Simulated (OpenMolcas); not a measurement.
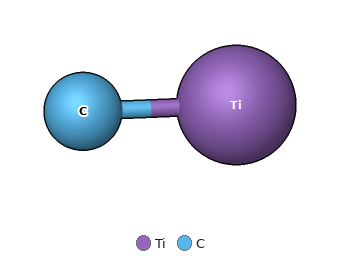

*The molecule at the reference distance of 1.647 Å.*

## TiC: relativistic diatomic calculation (part 1 of 2)

TiC. Computed at this level: SA-CASSCF(6,9)/XMS-CASPT2 + RASSI spin-orbit (X2C scalar, AMFI), ANO-RCC-VTZP (OpenMolcas).

**Output (extracts)**
```
++    Wave function specifications:
      Number of closed shell electrons          22
      Number of electrons in active shells       6
      Number of inactive orbitals               11
      Number of active orbitals                  9
      Number of secondary orbitals              69
      Spin quantum number                      1.0
      State symmetry                             1
++    Orbital specifications:
      Symmetry species                           1   2
                                                 a   b
      Frozen orbitals                            0   0
      Inactive orbitals                          7   4
      Active orbitals                            5   4
      RAS2 orbitals                              5   4
      Secondary orbitals                        35  34
      Number of basis functions                 47  42
      printout of CI-coefficients larger than  0.15 for root  1
      energy=    -890.543057
      conf/sym  11111 2222     Coeff  Weight
          1356  uu000 0022  -0.90411 0.81741
      printout of CI-coefficients larger than  0.15 for root  2
      energy=    -890.493627
      conf/sym  11111 2222     Coeff  Weight
          1428  0uu00 0022   0.90831 0.82503
          1500  0u0u0 0022  -0.22253 0.04952
      printout of CI-coefficients larger than  0.15 for root  3
      energy=    -890.493627
      conf/sym  11111 2222     Coeff  Weight
          1428  0uu00 0022  -0.22253 0.04952
          1500  0u0u0 0022  -0.90831 0.82503
      printout of CI-coefficients larger than  0.15 for root  4
      energy=    -890.469177
      conf/sym  11111 2222     Coeff  Weight
            93  u20d0 00uu   0.18475 0.03413
           373  u2u00 00du  -0.23695 0.05614
           376  u2u00 00ud   0.16755 0.02807
           421  u20u0 00du  -0.70024 0.49034
           424  u20u0 00ud   0.49514 0.24517
      printout of CI-coefficients larger than  0.15 for root  5
      energy=    -890.469177
      conf/sym  11111 2222     Coeff  Weight
            63  u2d00 00uu   0.18472 0.03412
           373  u2u00 00du  -0.70025 0.49035
           376  u2u00 00ud   0.49515 0.24517
           421  u20u0 00du   0.23694 0.05614
           424  u20u0 00ud  -0.16754 0.02807
      Natural orbitals and occupation numbers for root  1
      sym 1:   1.000185   0.961490   0.011589   0.011589   0.043354
      sym 2:   0.107436   0.107436   1.878461   1.878461
      Natural orbitals and occupation numbers for root  2
      sym 1:   0.001546   0.964667   0.998116   0.004082   0.040098
      sym 2:   0.093707   0.093707   1.902039   1.902039
      Natural orbitals and occupation numbers for root  3
      sym 1:   0.001546   0.964667   0.004082   0.998116   0.040098
      sym 2:   0.093707   0.093707   1.902039   1.902039
      Natural orbitals and occupation numbers for root  4
      sym 1:   1.000985   1.873995   0.010558   0.990116   0.113062
      sym 2:   0.024561   0.024561   0.981081   0.981081
      Natural orbitals and occupation numbers for root  5
      sym 1:   1.000985   1.873998   0.990116   0.010559   0.113059
      sym 2:   0.024561   0.024561   0.981081   0.981081
      RASSCF energy for state  5                   -890.46917699
::    RASSCF root number  1 Total energy:   -890.54305657
::    RASSCF root number  2 Total energy:   -890.49362747
::    RASSCF root number  3 Total energy:   -890.49362744
::    RASSCF root number  4 Total energy:   -890.46917702
::    RASSCF root number  5 Total energy:   -890.46917699
      Von Neumann Entropy (Root   1) =  1.83700
++    Wave function specifications:
      Number of closed shell electrons           8
      Number of electrons in active shells       6
      Number of inactive orbitals                4
      Number of active orbitals                  9
      Number of secondary orbitals              69
      Spin quantum number                      1.0
      State symmetry                             1
      Number of CSFs                          1686
      Number of CASSCF root(s) available         5
      CASPT2 state passed to geometry opt.       5
      A file JOBMIX will be created
      This is a MULTI-STATE CASSCF reference
      Number of CI roots used                    5
      These are:                                 1   2   3   4   5
      Off-diagonal elements of Heff are computed
  FINAL CASPT2 RESULT:
      Reference energy:        -890.5430565735
      E2 (Non-variational):      -0.4287246339
      Shift correction:          -0.0054701638
      E2 (Variational):          -0.4341947977
      Total energy:            -890.9772513713
      Reference weight:           0.86678
  FINAL CASPT2 RESULT:
      Reference energy:        -890.4936274750
      E2 (Non-variational):      -0.4368664558
      Shift correction:          -0.0030936458
      E2 (Variational):          -0.4399601016
      Total energy:            -890.9335875765
      Reference weight:           0.88047
  FINAL CASPT2 RESULT:
      Reference energy:        -890.4936274409
      E2 (Non-variational):      -0.4368697975
      Shift correction:          -0.0030958787
      E2 (Variational):          -0.4399656763
      Total energy:            -890.9335931172
      Reference weight:           0.88046
  FINAL CASPT2 RESULT:
      Reference energy:        -890.4691770218
      E2 (Non-variational):      -0.4138020908
      Shift correction:          -0.0037438428
      E2 (Variational):          -0.4175459336
      Total energy:            -890.8867229555
      Reference weight:           0.88151
  FINAL CASPT2 RESULT:
      Reference energy:        -890.4691769942
      E2 (Non-variational):      -0.4138088765
      Shift correction:          -0.0037486377
      E2 (Variational):          -0.4175575141
      Total energy:            -890.8867345083
      Reference weight:           0.88149
       Total XMS-CASPT2 energies:
::    XMS-CASPT2 Root  1     Total energy:   -890.97725137
::    XMS-CASPT2 Root  2     Total energy:   -890.93359314
::    XMS-CASPT2 Root  3     Total energy:   -890.93358714
::    XMS-CASPT2 Root  4     Total energy:   -890.88673473
::    XMS-CASPT2 Root  5     Total energy:   -890.88672315
++    Wave function specifications:
      Number of closed shell electrons          22
      Number of electrons in active shells       6
      Number of inactive orbitals               11
      Number of active orbitals                  9
      Number of secondary orbitals              69
      Spin quantum number                      0.0
      State symmetry                             1
      printout of CI-coefficients larger than  0.15 for root  1
      energy=    -890.535962
      conf/sym  11111 2222     Coeff  Weight
           690  20000 0022  -0.17298 0.02992
           713  ud000 0u2d   0.16496 0.02721
           718  ud000 u0d2  -0.16496 0.02721
           720  ud000 0022   0.70480 0.49675
           750  02000 0022   0.50529 0.25531
      printout of CI-coefficients larger than  0.15 for root  2
      energy=    -890.506546
      conf/sym  11111 2222     Coeff  Weight
           720  ud000 0022  -0.52545 0.27610
           750  02000 0022   0.71455 0.51058
          1180  0u00d 0022  -0.15325 0.02349
      Natural orbitals and occupation numbers for root  1
      sym 1:   0.458632   1.492335   0.012592   0.012592   0.050238
      sym 2:   0.108587   0.108587   1.878218   1.878218
      Natural orbitals and occupation numbers for root  2
      sym 1:   0.019440   1.849091   0.023168   0.023169   0.121421
      sym 2:   0.098872   0.098872   1.882983   1.882984
      RASSCF energy for state  2                   -890.50654618
::    RASSCF root number  1 Total energy:   -890.53596235
::    RASSCF root number  2 Total energy:   -890.50654618
      Von Neumann Entropy (Root   1) =  1.65461
++    Wave function specifications:
      Number of closed shell electrons           8
      Number of electrons in active shells       6
      Number of inactive orbitals                4
      Number of active orbitals                  9
      Number of secondary orbitals              69
      Spin quantum number                      0.0
      State symmetry                             1
      Number of CSFs                          1280
      Number of CASSCF root(s) available         2
      CASPT2 state passed to geometry opt.       2
      A file JOBMIX will be created
      This is a MULTI-STATE CASSCF reference
      Number of CI roots used                    2
      These are:                                 1   2
      Off-diagonal elements of Heff are computed
  FINAL CASPT2 RESULT:
      Reference energy:        -890.5359622398
      E2 (Non-variational):      -0.4280446587
      Shift correction:          -0.0050254753
      E2 (Variational):          -0.4330701340
      Total energy:            -890.9690323737
      Reference weight:           0.86825
  FINAL CASPT2 RESULT:
      Reference energy:        -890.5065460747
      E2 (Non-variational):      -0.4325640200
      Shift correction:          -0.0036234860
      E2 (Variational):          -0.4361875060
      Total energy:            -890.9427335808
      Reference weight:           0.88413
       Total XMS-CASPT2 energies:
::    XMS-CASPT2 Root  1     Total energy:   -890.96359248
::    XMS-CASPT2 Root  2     Total energy:   -890.94817348
++    Wave function specifications:
      Number of closed shell electrons          22
      Number of electrons in active shells       6
      Number of inactive orbitals               11
      Number of active orbitals                  9
      Number of secondary orbitals              69
      Spin quantum number                      1.0
      State symmetry                             2
      printout of CI-coefficients larger than  0.15 for root  1
      energy=    -890.524680
      conf/sym  11111 2222     Coeff  Weight
           420  2u000 00u2  -0.42450 0.18020
           444  u2000 00u2   0.78055 0.60926
      printout of CI-coefficients larger than  0.15 for root  2
      energy=    -890.524680
      conf/sym  11111 2222     Coeff  Weight
           414  2u000 002u  -0.42450 0.18020
           438  u2000 002u   0.78055 0.60926
      printout of CI-coefficients larger than  0.15 for root  3
      energy=    -890.490303
      conf/sym  11111 2222     Coeff  Weight
           468  20u00 00u2  -0.24533 0.06019
           492  udu00 00u2   0.24288 0.05899
           516  02u00 00u2   0.43445 0.18875
           606  200u0 002u   0.24533 0.06019
           630  ud0u0 002u  -0.24288 0.05899
           654  020u0 002u  -0.43446 0.18875
          1380  uuu00 00d2   0.36615 0.13406
          1401  uu0u0 002d  -0.36614 0.13406
      printout of CI-coefficients larger than  0.15 for root  4
      energy=    -890.490303
      conf/sym  11111 2222     Coeff  Weight
           462  20u00 002u   0.24533 0.06019
           486  udu00 002u  -0.24288 0.05899
           510  02u00 002u  -0.43445 0.18875
           612  200u0 00u2   0.24533 0.06019
           636  ud0u0 00u2  -0.24288 0.05899
           660  020u0 00u2  -0.43445 0.18875
          1377  uuu00 002d  -0.36615 0.13406
          1404  uu0u0 00d2  -0.36615 0.13406
      printout of CI-coefficients larger than  0.15 for root  5
      energy=    -890.487830
      conf/sym  11111 2222     Coeff  Weight
           462  20u00 002u   0.25688 0.06599
           486  udu00 002u  -0.23789 0.05659
           510  02u00 002u  -0.46895 0.21992
           534  uud00 002u   0.19759 0.03904
           612  200u0 00u2  -0.25688 0.06599
           636  ud0u0 00u2   0.23789 0.05659
           660  020u0 00u2   0.46895 0.21992
           756  uu0d0 00u2  -0.19759 0.03904
          1377  uuu00 002d  -0.24187 0.05850
          1404  uu0u0 00d2   0.24186 0.05850
      printout of CI-coefficients larger than  0.15 for root  6
      energy=    -890.487830
      conf/sym  11111 2222     Coeff  Weight
           468  20u00 00u2  -0.25688 0.06599
           492  udu00 00u2   0.23789 0.05659
           516  02u00 00u2   0.46895 0.21992
           540  uud00 00u2  -0.19760 0.03904
           606  200u0 002u  -0.25688 0.06599
           630  ud0u0 002u   0.23790 0.05659
           654  020u0 002u   0.46895 0.21992
           750  uu0d0 002u  -0.19759 0.03904
          1380  uuu00 00d2   0.24187 0.05850
          1401  uu0u0 002d   0.24186 0.05850
      printout of CI-coefficients larger than  0.15 for root  7
      energy=    -890.479355
      conf/sym  11111 2222     Coeff  Weight
           510  02u00 002u  -0.21601 0.04666
           534  uud00 002u   0.52904 0.27988
           660  020u0 00u2  -0.21602 0.04666
           756  uu0d0 00u2   0.52904 0.27988
          1377  uuu00 002d   0.33135 0.10979
          1404  uu0u0 00d2   0.33136 0.10980
      printout of CI-coefficients larger than  0.15 for root  8
      energy=    -890.479355
      conf/sym  11111 2222     Coeff  Weight
           516  02u00 00u2   0.21601 0.04666
           540  uud00 00u2  -0.52904 0.27988
           654  020u0 002u  -0.21602 0.04666
           750  uu0d0 002u   0.52904 0.27989
          1380  uuu00 00d2  -0.33135 0.10979
          1401  uu0u0 002d   0.33136 0.10980
      Natural orbitals and occupation numbers for root  1
      sym 1:   1.000271   1.855274   0.029876   0.012509   0.103589
      sym 2:   0.043940   0.100662   0.980904   1.872973
      Natural orbitals and occupation numbers for root  2
      sym 1:   1.000271   1.855274   0.029876   0.012509   0.103589
      sym 2:   0.100662   0.043940   1.872973   0.980904
      Natural orbitals and occupation numbers for root  3
      sym 1:   0.674276   1.289020   0.500166   0.500164   0.038349
      sym 2:   0.073353   0.073353   1.425659   1.425661
      Natural orbitals and occupation numbers for root  4
      sym 1:   0.674276   1.289020   0.500165   0.500164   0.038349
      sym 2:   0.073353   0.073353   1.425660   1.425660
      Natural orbitals and occupation numbers for root  5
      sym 1:   0.643786   1.340516   0.486990   0.487617   0.042982
      sym 2:   0.063553   0.067534   1.422010   1.445012
      Natural orbitals and occupation numbers for root  6
      sym 1:   0.643785   1.340517   0.486990   0.487617   0.042982
      sym 2:   0.067534   0.063553   1.445012   1.422010
      Natural orbitals and occupation numbers for root  7
      sym 1:   0.899157   1.059304   0.500533   0.500541   0.042808
      sym 2:   0.073457   0.073457   1.425368   1.425376
      Natural orbitals and occupation numbers for root  8
      sym 1:   0.899157   1.059304   0.500531   0.500544   0.042808
      sym 2:   0.073457   0.073457   1.425378   1.425366
      RASSCF energy for state  8                   -890.47935479
::    RASSCF root number  1 Total energy:   -890.52467979
::    RASSCF root number  2 Total energy:   -890.52467979
::    RASSCF root number  3 Total energy:   -890.49030250
::    RASSCF root number  4 Total energy:   -890.49030250
::    RASSCF root number  5 Total energy:   -890.48782960
::    RASSCF root number  6 Total energy:   -890.48782960
::    RASSCF root number  7 Total energy:   -890.47935479
::    RASSCF root number  8 Total energy:   -890.47935479
      Von Neumann Entropy (Root   1) =  1.88889
++    Wave function specifications:
      Number of closed shell electrons           8
      Number of electrons in active shells       6
      Number of inactive orbitals                4
      Number of active orbitals                  9
      Number of secondary orbitals              69
      Spin quantum number                      1.0
      State symmetry                             2
      Number of CSFs                          1716
      Number of CASSCF root(s) available         8
      CASPT2 state passed to geometry opt.       8
      A file JOBMIX will be created
      This is a MULTI-STATE CASSCF reference
      Number of CI roots used                    8
      These are:                                 1   2   3   4   5   6   7   8
      Off-diagonal elements of Heff arSPIN-FREE ENERGIES:
  (Shifted by EMIN (a.u.) =       -890.9772513713)
 SF State       Relative EMIN(au)   Rel lowest level(eV)    D:o, cm**(-1)      Abs_M
     1             0.0000000000        0.0000000000              0.0000         0.0
     6             0.0136588946        0.3716774574           2997.7809         0.0
     7             0.0290778934        0.7912497892           6381.8599         0.0
     8             0.0426993431        1.1619083164           9371.4226         1.0
     9             0.0426993460        1.1619083958           9371.4232         1.0
     2             0.0436582296        1.1880009493           9581.8739         2.0
     3             0.0436642278        1.1881641666           9583.1903         2.0
    16             0.0488139222        1.3282944915          10713.4176         1.0
    17             0.0488139337        1.3282948037          10713.4201         1.0
    20             0.0643343698        1.7506273855          14119.7621         1.1
    21             0.0643343698        1.7506273855          14119.7621         1.1
    22             0.0647875799        1.7629598612          14219.2302         3.0
    23             0.0647875804        1.7629598753          14219.2303         3.0
    10             0.0775296940        2.1096904497          17015.8010         2.8
    11             0.0775298307        2.1096941677          17015.8310         2.8
    12             0.0776021006        2.1116607339          17031.6924         1.4
    13             0.0776022351        2.1116643932          17031.7219         1.4
    18             0.0850488037        2.3142958481          18666.0548         3.0
    19             0.0850495183        2.3143152926          18666.2117         3.0
    14             0.0858701403        2.3366455542          18846.3174         3.0
    15             0.0858701576        2.3366460263          18846.3212         3.0
    24             0.0885730741        2.4101961293          19439.5428         2.0
    25             0.0885962707        2.4108273426          19444.6339         2.0
     4             0.0905166454        2.4630833995          19866.1074         2.0
     5             0.0905282248        2.4633984899          19868.6488         2.0
```

(Continued in part 2.) Outcome of the run: converged.
